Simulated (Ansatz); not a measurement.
# BClF2 (chlorodifluoroborane) at CCSD(T)/aug-cc-pVDZ

Aim: the vertical singlet–triplet gap of BClF2 (chlorodifluoroborane) at CCSD(T)/aug-cc-pVDZ, from 2 runs. 

The calculation is run with Ansatz 0.2.0.

57 further runs of the same task are left out: 57 set aside as unsound or not needed.

## (1) The molecule

The species is BClF2 (4 atoms), meant as a singlet with charge 0. As SMILES, `FB(F)Cl`. The coordinates come from a PBE0-D4/def2-TZVP relaxation.

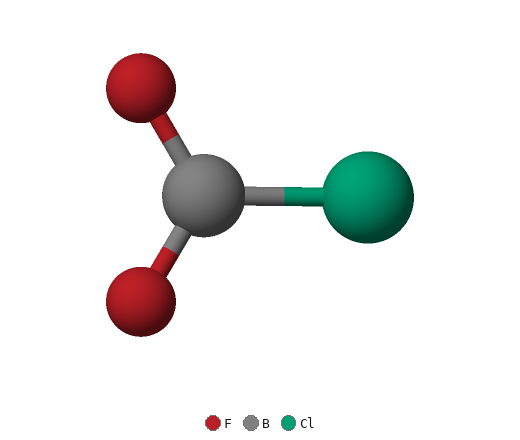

The structure, seen from a chosen angle (fluorine red, boron grey, chlorine teal).

## (2) A single-point energy at CCSD(T)/aug-cc-pVDZ

molecule.yaml reads:

```yaml
crystal:
  periodic: [false, false, false]
  atoms:
    - {symbol: F, position_ang: [-0.173700, -1.254300, -0.546300]}
    - {symbol: B, position_ang: [-0.067100, -0.041300, -0.062000]}
    - {symbol: F, position_ang: [-1.011600, 0.830100, -0.317700]}
    - {symbol: Cl, position_ang: [1.307900, 0.405300, 0.905700]}
basis:
  gaussian:
    orbitals: aug-cc-pVDZ
correlation:
  method: ccsd_t
  frozen_orbitals: {B: 1, Cl: 5, F: 1}
accuracy: high
scf:
  omitted_lower_state_checks: [cluster_reference, increment]
```

Command:

```console
$ ansatz run molecule.yaml --threads 1 --pin off --max-ram 3480MiB --events-out events.jsonl --progress --plain --runs-dir runs
```

Output (excerpt; [...] marks lines left out):

```text
Warning: RAYON_NUM_THREADS=1 ignored (pool sized by the plan → 1); use --threads N
Functional definition: HF
  name "HF"
[...]
1877 factors; integrals over basis functions are off by at most 2.9e-9 eV
[...]
mean field -18592.37720723 eV, -683.2572599997 hartree, gradient 1.1e-8 eV, S^2 0.000000; 0 other end points of the search recorded, 0 dependent functions left out
8 core orbitals not correlated: weight in the atoms' cores, before any rotation towards them, 1.000 or more for the frozen orbitals, at most 0.000 for the correlated occupied ones
reference -18592.37720723 eV, -683.2572599997 hartree; 12, 12 occupied and 76, 76 virtual orbitals, 1877 factors
second order -17.07107764 eV of doubles, -0.00000000 eV of singles
cycle   1  -17.09220089 eV  change   -2.1e-2 eV  update   9.3e-2
[...]
cycle  18  -17.49535377 eV  change   3.6e-10 eV  update   2.0e-9
perturbative correction -0.45336829 eV, -0.0166609775 hartree
Total energy: -18610.32592929 eV, -683.9168633693 hartree
Checks for a lower state left out: cluster_reference, increment
```

It took 23 s on 1 thread of Arm Neoverse V1, shared host; peak memory 0.6 GiB.

## (3) The triplet at the same level

molecule.yaml reads:

```yaml
crystal:
  periodic: [false, false, false]
  atoms:
    - symbol: F
      position_ang: [-0.173700, -1.254300, -0.546300]
    - symbol: B
      position_ang: [-0.067100, -0.041300, -0.062000]
    - symbol: F
      position_ang: [-1.011600, 0.830100, -0.317700]
    - symbol: Cl
      position_ang: [1.307900, 0.405300, 0.905700]
basis:
  gaussian:
    orbitals: aug-cc-pVDZ
magnetization:
  spin_polarized: true
  initial_magnetization: 2
correlation:
  method: ccsd_t
  frozen_orbitals: {B: 1, Cl: 5, F: 1}
accuracy: high
scf:
  omitted_lower_state_checks: [cluster_reference, increment]
```

Command:

```console
$ ansatz run molecule.yaml --threads 1 --pin off --max-ram 3480MiB --events-out events.jsonl --progress --plain --runs-dir runs
```

Output (excerpt; [...] marks lines left out):

```text
Warning: RAYON_NUM_THREADS=1 ignored (pool sized by the plan → 1); use --threads N
[... 2 set-up lines as earlier in the session ...]
[...]
1877 factors; integrals over basis functions are off by at most 2.9e-9 eV
[...]
mean field -18584.46125196 eV, -682.9663540091 hartree, gradient 2.3e-8 eV, S^2 2.015766; 11 other end points of the search recorded, 0 dependent functions left out
8 core orbitals not correlated: weight in the atoms' cores, before any rotation towards them, 1.000 or more for the frozen orbitals, at most 0.000 for the correlated occupied ones
reference -18584.46125196 eV, -682.9663540091 hartree; 13, 11 occupied and 75, 77 virtual orbitals, 1877 factors
second order -16.34883189 eV of doubles, -0.00000000 eV of singles
cycle   1  -16.56058104 eV  change   -2.1e-1 eV  update   9.8e-2
[...]
cycle  35  -17.02750080 eV  change    1.1e-9 eV  update   1.9e-9
perturbative correction -0.42933823 eV, -0.0157778888 hartree
Total energy: -18601.91809099 eV, -683.6078810108 hartree
Checks for a lower state left out: cluster_reference, increment
```

It took 2.3 min on 1 thread of Arm Neoverse V1, shared host; peak memory 1.3 GiB.

## (4) Outcome

At CCSD(T)/aug-cc-pVDZ, 8 core orbitals frozen:

| quantity | value |
| --- | --- |
| singlet: total energy | -683.91686 Eh |
| singlet: correlation energy (8 core orbitals frozen) | -659.6 mEh |
| singlet: (T) correction | -16.66 mEh |
| singlet: T1 diagnostic | 0.013 |
| triplet: total energy | -683.60788 Eh |
| triplet: correlation energy (8 core orbitals frozen) | -641.5 mEh |
| triplet: (T) correction | -15.78 mEh |
| triplet: ⟨S²⟩ of the reference determinant | 2.016 |
| triplet: T1 diagnostic | 0.017 |
| vertical energy of the triplet above the singlet | 8.408 eV |

At this shape the triplet lies 8.41 eV (811 kJ/mol) above the singlet. The triples (singlet) make up 2.5 % of the correlation energy. The triples (triplet) make up 2.5 % of the correlation energy.
